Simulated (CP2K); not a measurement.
**C2H4F2 (1,2-difluoroethane) at HF/STO-3G**

What is the vertical electron affinity of C2H4F2 (1,2-difluoroethane) at HF/STO-3G? 

The calculation is run with CP2K 2026.2.

## 1. The system as given

C2H4F2 has 8 atoms, charge 0, and is taken as a singlet. As SMILES, `FCCF`. The coordinates come from a PBE0-D4/def2-TZVP relaxation. This is one conformer, not always the lowest.

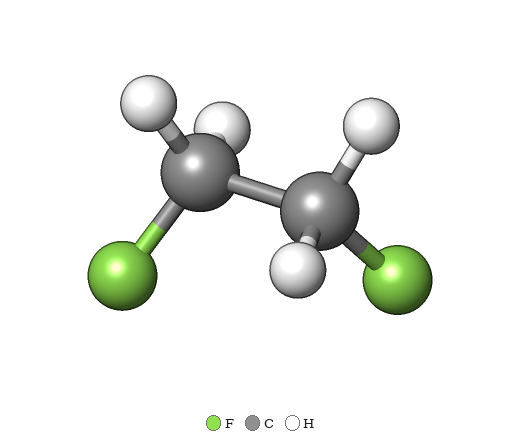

Viewed from a chosen angle; fluorine green, carbon grey, hydrogen white.

## 2. The energy at HF/STO-3G

run.inp reads:

```
&GLOBAL
  PROJECT_NAME run
  RUN_TYPE ENERGY
  PRINT_LEVEL MEDIUM
&END GLOBAL
&FORCE_EVAL
  METHOD QS
  &DFT
    BASIS_SET_FILE_NAME ./sto_3g.basis
    POTENTIAL_FILE_NAME POTENTIAL
    # Quickstep
    &QS
      METHOD GAPW
      EPS_DEFAULT 1.0E-10
    &END QS
    # real-space grids
    &MGRID
      CUTOFF 280
      REL_CUTOFF 50
      NGRIDS 4
    &END MGRID
    &POISSON
      PERIODIC NONE
      POISSON_SOLVER WAVELET
    &END POISSON
    &SCF
      SCF_GUESS ATOMIC
      EPS_SCF 1.0E-07
      MAX_SCF 150
      ADDED_MOS 5
      &DIAGONALIZATION
        ALGORITHM STANDARD
      &END DIAGONALIZATION
      &MIXING
        METHOD DIRECT_P_MIXING
        ALPHA 0.4
      &END MIXING
    &END SCF
    # exchange and correlation
    &XC
      &XC_FUNCTIONAL NONE
      &END XC_FUNCTIONAL
      &HF
        FRACTION 1
        &SCREENING
          EPS_SCHWARZ 1.0E-10
        &END SCREENING
        &MEMORY
          MAX_MEMORY 1050
        &END MEMORY
      &END HF
    &END XC
    &PRINT
      &MOMENTS
        PERIODIC F
        REFERENCE COM
        MAX_MOMENT 1
      &END MOMENTS
      &MO ON
        ENERGIES T
        OCCUPATION_NUMBERS T
        NDIGITS 6
        &EACH
          QS_SCF 0
        &END EACH
        ADD_LAST NUMERIC
      &END MO
      &LOWDIN ON
      &END LOWDIN
      &HIRSHFELD OFF
      &END HIRSHFELD
    &END PRINT
  &END DFT
  # structure
  &SUBSYS
    # vacuum box
    &CELL
      ABC 12.7 12.7 12.7
      PERIODIC NONE
    &END CELL
    &COORD
      F     -1.312370     0.775570     0.874010
      C     -0.115750     0.716060     0.193200
      C      0.217900    -0.696080    -0.177380
      F     -0.618130    -1.153280    -1.172850
      H     -0.201180     1.337840    -0.702830
      H      0.670250     1.117960     0.841860
      H      1.248900    -0.742470    -0.544780
      H      0.110390    -1.355610     0.688780
    &END COORD
    &TOPOLOGY
      &CENTER_COORDINATES
      &END CENTER_COORDINATES
    &END TOPOLOGY
    &KIND F
      BASIS_SET STO-3G
      POTENTIAL ALL
      LEBEDEV_GRID 194
      RADIAL_GRID 100
    &END KIND
    &KIND C
      BASIS_SET STO-3G
      POTENTIAL ALL
      LEBEDEV_GRID 194
      RADIAL_GRID 100
    &END KIND
    &KIND H
      BASIS_SET STO-3G
      POTENTIAL ALL
      LEBEDEV_GRID 194
      RADIAL_GRID 100
    &END KIND
  &END SUBSYS
&END FORCE_EVAL
```

Command:

```bash
$ OMP_NUM_THREADS=1 cp2k.psmp -i run.inp > run.out 2>&1
```

The program printed:

```text
CP2K| version string:                                       CP2K version 2026.2
[...]
 GLOBAL| Method name                                                        CP2K
[...]
 GLOBAL| Run type                                                         ENERGY
[...]
 DFT| Spin restricted Kohn-Sham (RKS) calculation                            RKS
 DFT| Multiplicity                                                             1
[...]
 DFT| Charge                                                                   0
[...]
 QS| Method:                                                                GAPW
[...]
 QS| Density cutoff [a.u.]:                                                140.0
[...]
 QS| Relative density cutoff [a.u.]:                                        25.0
[...]
                             - Atoms:                                          8
[...]
                             - Spherical basis functions:                     24
[...]
 Number of electrons:                                                         34
[...]
     1 P_Mix/Diag. 0.40E+00    1.5     1.18323192      -272.5746630795 -2.73E+02
[...]
    15 DIIS/Diag.  0.41E-07    0.9     0.00000003      -273.1954830512 -9.66E-13
  *** SCF run converged in    15 steps ***
[...]
  Overlap energy of the core charge distribution:               0.00000323967606
  Self energy of the core charge distribution:               -272.99416844317636
  Core Hamiltonian energy:                                    -19.08642342352059
  Hartree energy:                                              72.68023133670398
  Exchange-correlation energy:                                  0.00000000000000
  Hartree-Fock Exchange energy:                               -32.31329046391480
[...]
                     Mulliken Population Analysis
 #  Atom  Element  Kind  Atomic population                           Net charge
       1     F        1          9.152892                             -0.152892
       2     C        2          5.982223                              0.017777
       3     C        2          5.982222                              0.017778
       4     F        1          9.152891                             -0.152891
       5     H        3          0.930261                              0.069739
       6     H        3          0.934625                              0.065375
       7     H        3          0.934627                              0.065373
       8     H        3          0.930260                              0.069740
 # Total charge                             34.000000                  0.000000
[...]
  Dipole moment [Debye]
    X=  0.1693283E+01 Y=  0.3312924E+00 Z=  0.2621237E+00  Total=      1.7451852
 ENERGY| Total FORCE_EVAL ( QS ) energy [hartree]           -273.195483051181213
[...]
```

Run time: 15 s. Hardware: 1 thread of Arm Neoverse V1, shared host; peak memory 0.75 GiB.

## 3. The doublet anion at the same level

molecule.xyz reads:

```xyz
8

F     -1.312370     0.775570     0.874010
C     -0.115750     0.716060     0.193200
C      0.217900    -0.696080    -0.177380
F     -0.618130    -1.153280    -1.172850
H     -0.201180     1.337840    -0.702830
H      0.670250     1.117960     0.841860
H      1.248900    -0.742470    -0.544780
H      0.110390    -1.355610     0.688780
```

calc.inp reads:

```
&global
    project_name calc
    run_type ENERGY
    print_level MEDIUM
&end

&force_eval
    method Quickstep
    &dft
        basis_set_file_name ./sto_3g.basis
        potential_file_name POTENTIAL
        charge -1
        multiplicity 2
        spin_polarized T
        &qs
            method GAPW
            eps_default 1.0E-10
        &end
        &mgrid
            cutoff 280
            rel_cutoff 50
            ngrids 4
        &end
        &poisson
            periodic NONE
            poisson_solver WAVELET
        &end
        &scf
            scf_guess ATOMIC
            eps_scf 1.0E-06
            max_scf 50
            &ot
                minimizer DIIS
                preconditioner FULL_ALL
            &end
            &outer_scf
                eps_scf 1.0E-06
                max_scf 10
            &end
        &end
        &xc
            &xc_functional NONE
            &end
            &hf
                fraction 1
                &screening
                    eps_schwarz 1.0E-10
                &end
                &memory
                    max_memory 1050
                &end
            &end
        &end
        &print
            &moments
                periodic F
                reference COM
                max_moment 1
            &end
            &mo_cubes
                nlumo 5
                nhomo -1
                write_cube F
            &end
            &lowdin ON
            &end
            &hirshfeld OFF
            &end
        &end
    &end
    &subsys
        &cell
            abc 12.7 12.7 12.7
            periodic NONE
        &end
        &topology
            coord_file_name molecule.xyz
            coord_file_format XYZ
            &center_coordinates
            &end
        &end
        &kind F
            basis_set STO-3G
            potential ALL
            lebedev_grid 194
            radial_grid 100
        &end
        &kind C
            basis_set STO-3G
            potential ALL
            lebedev_grid 194
            radial_grid 100
        &end
        &kind H
            basis_set STO-3G
            potential ALL
            lebedev_grid 194
            radial_grid 100
        &end
    &end
&end
```

Command:

```bash
$ OMP_NUM_THREADS=1 cp2k.psmp calc.inp > calc.out
```

The program printed, cut to the lines that bear on the results:

```text
CP2K| version string:                                       CP2K version 2026.2
[...]
 GLOBAL| Method name                                                        CP2K
[...]
 GLOBAL| Run type                                                         ENERGY
[...]
 DFT| Spin unrestricted (spin-polarized) Kohn-Sham calculation               UKS
 DFT| Multiplicity                                                             2
[...]
 DFT| Charge                                                                  -1
[...]
 QS| Method:                                                                GAPW
[...]
 QS| Density cutoff [a.u.]:                                                140.0
[...]
 QS| Relative density cutoff [a.u.]:                                        25.0
[...]
                             - Atoms:                                          8
[...]
                             - Spherical basis functions:                     24
[...]
 Number of electrons:                                                         18
[...]
     1 OT DIIS     0.15E+00    1.7     0.19450751      -263.3675950712 -2.63E+02
[...]
     9 OT DIIS     0.15E+00    1.2     0.00000063      -272.6856909562 -1.38E-09
  *** SCF run converged in     9 steps ***
[...]
  Overlap energy of the core charge distribution:               0.00000323967606
  Self energy of the core charge distribution:               -272.99416844317636
  Core Hamiltonian energy:                                    -16.66796339938436
  Hartree energy:                                              71.13677063954759
  Exchange-correlation energy:                                  0.00000000000000
  Hartree-Fock Exchange energy:                               -32.94724516767559
[...]
                     Mulliken Population Analysis
 #  Atom  Element  Kind  Atomic population (alpha,beta) Net charge  Spin moment
       1     F        1         4.879351     4.498018    -0.377370     0.381333
       2     C        2         3.297375     2.791560    -0.088936     0.505815
       3     C        2         2.985105     3.007160     0.007735    -0.022055
       4     F        1         4.645663     4.595022    -0.240685     0.050642
[...]
  Dipole moment [Debye]
    X=  0.1188040E+00 Y= -0.1748832E+01 Z= -0.9750828E+00  Total=      2.0058201
[...]
 HOMO - LUMO gap [eV] :   23.154537
 ENERGY| Total FORCE_EVAL ( QS ) energy [hartree]           -272.685690956172323
[...]
```

Wall time 74 s (1 thread of Arm Neoverse V1, shared host); peak memory 0.79 GiB.

## 4. Outcome

At HF/STO-3G:

| quantity | value |
| --- | --- |
| singlet C2H4F2: total energy | -273.19548 Eh |
| singlet C2H4F2: dipole moment | 1.75 D |
| singlet C2H4F2: HOMO energy | -10.57 eV |
| singlet C2H4F2: LUMO energy | 14.61 eV |
| singlet C2H4F2: HOMO–LUMO gap | 25.18 eV |
| doublet anion: total energy | -272.68569 Eh |
| doublet anion: HOMO energy (highest over α and β) | 12.85 eV |
| doublet anion: LUMO energy (lowest over α and β) | 23.07 eV |
| doublet anion: ⟨S²⟩ | 0.762 |
| vertical electron affinity (to the doublet anion) | -13.872 eV |

**Reading.** The anion lies 13.87 eV (320 kcal/mol) above the neutral: the electron isn't bound at this level, and such a value depends on the basis. Without diffuse functions anions come out too high. Hartree–Fock misses the correlation that binds many anions. In a minimal basis such a difference can be off by several eV, whatever the method. The HOMO (doublet anion) lies at positive energy, 12.85 eV: the electron is unbound at this level or held by a compact basis; values depend on the basis.
